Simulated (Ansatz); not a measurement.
**triplet C3H5Ga at 6 levels**

We compute a comparison of 6 runs (UHF/6-31G*, U-wB97M-V/6-31G*, UB3LYP/6-31G*, USVWN5/6-31G*, RPA@PBE/6-31G*, RPA@PBE0/6-31G*) of triplet C3H5Ga. 

The results are computed with Ansatz 0.2.0.

64 further runs of the same task are left out: 64 set aside as unsound or not needed.

### 1 Starting point

C3H5Ga has 9 atoms, charge 0, and is taken as a triplet. As SMILES of the parent species, `C#[C][GaH][CH3]`. Geometry: relaxed at PBE0-D4/def2-TZVP. That shape belongs to the parent species and isn't relaxed for this state.

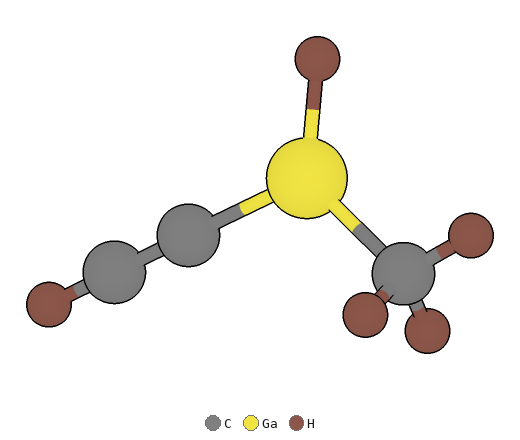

Viewed from a chosen angle; carbon grey, gallium yellow, hydrogen brown.

### 2 A single-point energy at UHF/6-31G(d) (spherical functions) (run 1)

input.yaml

```yaml
crystal:
  periodic: [false, false, false]
  atoms:
    - symbol: C
      position_ang: [1.498700, 0.816800, -2.138700]
    - symbol: C
      position_ang: [0.950000, 0.745200, -1.062800]
    - symbol: Ga
      position_ang: [0.068800, 0.611200, 0.643700]
    - symbol: C
      position_ang: [-1.036100, -0.972500, 0.966400]
    - symbol: H
      position_ang: [1.983700, 0.883100, -3.086100]
    - symbol: H
      position_ang: [0.292600, 1.783100, 1.655500]
    - symbol: H
      position_ang: [-0.451400, -1.877200, 0.782100]
    - symbol: H
      position_ang: [-1.435200, -1.006300, 1.980000]
    - symbol: H
      position_ang: [-1.871000, -0.983500, 0.260000]
basis:
  gaussian:
    orbitals: 6-31G_st_-spherical.json
accuracy: high
hamiltonian:
  xc: hf
magnetization:
  spin_polarized: true
  initial_magnetization: 2
output:
  orbitals: {seedname: orbitals}
```

The basis set 6-31G* is read from a file made from the Basis Set Exchange's data (not shown).

Launch:

```console
ansatz run input.yaml --threads 1 --pin off --max-ram 3480MiB --events-out events.jsonl --progress --plain --runs-dir runs
```

The log of the run:

```text
Warning: RAYON_NUM_THREADS=1 ignored (pool sized by the plan → 1); use --threads N
Functional definition: HF
  name "HF"
  exchange = exact_x
  correlation = 0
1868 factors; integrals over basis functions are off by at most 1.6e-8 eV
mean field evaluation 1: about -55486.3923 eV, gradient 2.0e1 eV
mean field evaluation 2: about -55486.4958 eV, gradient 2.0e1 eV
mean field evaluation 4: about -55489.9392 eV, gradient 3.3e0 eV
mean field evaluation 8: about -55490.6000 eV, gradient 1.8e0 eV
mean field evaluation 16: about -55490.8716 eV, gradient 5.4e-2 eV
mean field evaluation 32: about -55491.2180 eV, gradient 3.6e-1 eV
mean field evaluation 64: about -55490.9305 eV, gradient 5.3e-1 eV
mean field evaluation 96: about -55491.0621 eV, gradient 3.8e-1 eV
mean field evaluation 128: about -55491.1990 eV, gradient 7.2e-1 eV
mean field evaluation 160: about -55491.1235 eV, gradient 1.3e0 eV
mean field evaluation 192: about -55490.8717 eV, gradient 1.6e-3 eV
mean field evaluation 224: about -55491.2119 eV, gradient 4.6e-1 eV
mean field -55491.22456521 eV, -2039.2648894684 hartree, gradient 3.0e-8 eV, S^2 2.020108; 3 other end points of the search recorded, 0 dependent functions left out
reference -55491.22456521 eV, -2039.2648894684 hartree; 28, 26 occupied and 56, 58 virtual orbitals, 1868 factors
Total energy: -55491.22456521 eV, -2039.2648894684 hartree
```

It took 13 s on 1 thread of Intel Xeon Platinum 8488C (Sapphire Rapids), shared host; peak memory 0.46 GiB.

### 3 The energy at U-wB97M-V/6-31G(d) (spherical functions) (run 2)

job.yaml

```yaml
crystal:
  periodic: [false, false, false]
  atoms:
    - {symbol: C, position_ang: [1.498700, 0.816800, -2.138700]}
    - {symbol: C, position_ang: [0.950000, 0.745200, -1.062800]}
    - {symbol: Ga, position_ang: [0.068800, 0.611200, 0.643700]}
    - {symbol: C, position_ang: [-1.036100, -0.972500, 0.966400]}
    - {symbol: H, position_ang: [1.983700, 0.883100, -3.086100]}
    - {symbol: H, position_ang: [0.292600, 1.783100, 1.655500]}
    - {symbol: H, position_ang: [-0.451400, -1.877200, 0.782100]}
    - {symbol: H, position_ang: [-1.435200, -1.006300, 1.980000]}
    - {symbol: H, position_ang: [-1.871000, -0.983500, 0.260000]}
basis:
  gaussian:
    orbitals: 6-31G_st_-spherical.json
magnetization:
  spin_polarized: true
  initial_magnetization: 2
hamiltonian:
  xc: {name: wB97M-V}
accuracy: high
output: {orbitals: {seedname: orbitals}}
```

The basis set 6-31G* is read from a file made from the Basis Set Exchange's data (not shown).

Launch:

```console
ansatz run job.yaml --threads 1 --pin off --max-ram 3480MiB --events-out events.jsonl --progress --plain --runs-dir runs
```

The log of the run, shortened:

```text
Warning: RAYON_NUM_THREADS=1 ignored (pool sized by the plan → 1); use --threads N
Functional definition: wB97M-V
  name "wB97M-V"
[...]
  gx(w, u) = 1 - cx + cx01*u + cx10*w
  gss(w, u) = css00 + css04*u^4 + css10*w + css20*w^2 + css43*w^4*u^3
  gos(w, u) = cos00 + cos10*w + (cos20 + cos21*u)*w^2 + (cos60 + cos61*u)*w^6
[...]
      + integral(e_c_pw_mod_opposite_spin*gos(b97_w_opposite, b97_u_opposite)) + vv10(b, c)
1868 factors; integrals over basis functions are off by at most 1.6e-8 eV
380 factors; integrals over basis functions are off by at most 1.8e-9 eV
[...]
mean field -55551.63598031 eV, -2041.4849680252 hartree, gradient 1.9e-8 eV, S^2 2.003723; 2 other end points of the search recorded, 0 dependent functions left out
reference -55551.63598572 eV, -2041.4849682240 hartree; 28, 26 occupied and 56, 58 virtual orbitals, 1868 factors
Total energy: -55551.63598572 eV, -2041.4849682240 hartree
```

Run time: 4.7 min. Hardware: 1 thread of Intel Xeon Platinum 8488C (Sapphire Rapids), shared host; peak memory 1.2 GiB.

Runs 3 to 5 aren't shown in full; the table further down has their settings and results.

### 4 The energy at RPA@PBE0/6-31G(d) (spherical functions) (run 6)

in.yaml

```yaml
crystal:
  periodic: [false, false, false]
  atoms:
    - {symbol: C, position_ang: [1.498700, 0.816800, -2.138700]}
    - {symbol: C, position_ang: [0.950000, 0.745200, -1.062800]}
    - {symbol: Ga, position_ang: [0.068800, 0.611200, 0.643700]}
    - {symbol: C, position_ang: [-1.036100, -0.972500, 0.966400]}
    - {symbol: H, position_ang: [1.983700, 0.883100, -3.086100]}
    - {symbol: H, position_ang: [0.292600, 1.783100, 1.655500]}
    - {symbol: H, position_ang: [-0.451400, -1.877200, 0.782100]}
    - {symbol: H, position_ang: [-1.435200, -1.006300, 1.980000]}
    - {symbol: H, position_ang: [-1.871000, -0.983500, 0.260000]}
basis:
  gaussian:
    orbitals: 6-31G_st_-spherical.json
magnetization:
  spin_polarized: true
  initial_magnetization: 2
hamiltonian:
  xc: {name: PBE0}
correlation:
  method: rpa
  frozen_orbitals: {C: 1, Ga: 9, H: 0}
accuracy: high
```

The basis set 6-31G* is read from a file made from the Basis Set Exchange's data (not shown).

Launch:

```console
ansatz run in.yaml --threads 1 --pin off --max-ram 3480MiB --events-out events.jsonl --progress --plain --runs-dir runs
```

The log of the run, shortened:

```text
Warning: RAYON_NUM_THREADS=1 ignored (pool sized by the plan → 1); use --threads N
Functional definition: PBE0
  name "PBE0"
[...]
1868 factors; integrals over basis functions are off by at most 1.6e-8 eV
[...]
mean field -55545.47695564 eV, -2041.2586280434 hartree, gradient 9.8e-8 eV, S^2 2.013671; 6 other end points of the search recorded, 0 dependent functions left out
12 core orbitals not correlated: weight in the atoms' cores, before any rotation towards them, 1.000 or more for the frozen orbitals, at most 0.000 for the correlated occupied ones
reference -55489.38204932 eV, -2039.1971782584 hartree; 16, 14 occupied and 56, 58 virtual orbitals, 1868 factors
Total energy: -55512.77231117 eV, -2040.0567545268 hartree
```

It took 41 s on 1 thread of Intel Xeon Platinum 8488C (Sapphire Rapids), shared host; peak memory 0.61 GiB.

### 5 Overview of the runs

| run | level | frozen core orbitals | energy (Eh) | HOMO energy (eV) | ⟨S²⟩ | wall time |
| --- | --- | --- | --- | --- | --- | --- |
| 1 | UHF/6-31G* (spherical functions) | – | -2039.264889 | -5.75 | 2.020 | 13 s |
| 2 | U-wB97M-V/6-31G* (spherical functions) | – | -2041.484968 | -5.47 | 2.004 | 4.7 min |
| 3 | UB3LYP/6-31G* (spherical functions) | – | -2041.717552 | -3.04 | 2.011 | 18 s |
| 4 | USVWN5/6-31G* (spherical functions) | – | -2037.533661 | -2.61 | 2.003 | 6.6 s |
| 5 | RPA@PBE/6-31G* (spherical functions) | 12 | -2040.136282 | – | 2.005 | 27 s |
| 6 | RPA@PBE0/6-31G* (spherical functions) | 12 | -2040.056755 | – | 2.014 | 41 s |

### 6 Results

| quantity | value |
| --- | --- |
| run 6: total energy | -2040.05675 Eh |
| run 6: RPA correlation energy (valence) | -859.6 mEh |
| run 6: ⟨S²⟩ of the reference determinant | 2.014 |

In words: Totals of different functionals can't be ranked against each other. All runs together took 6.5 min, the longest 4.7 min.
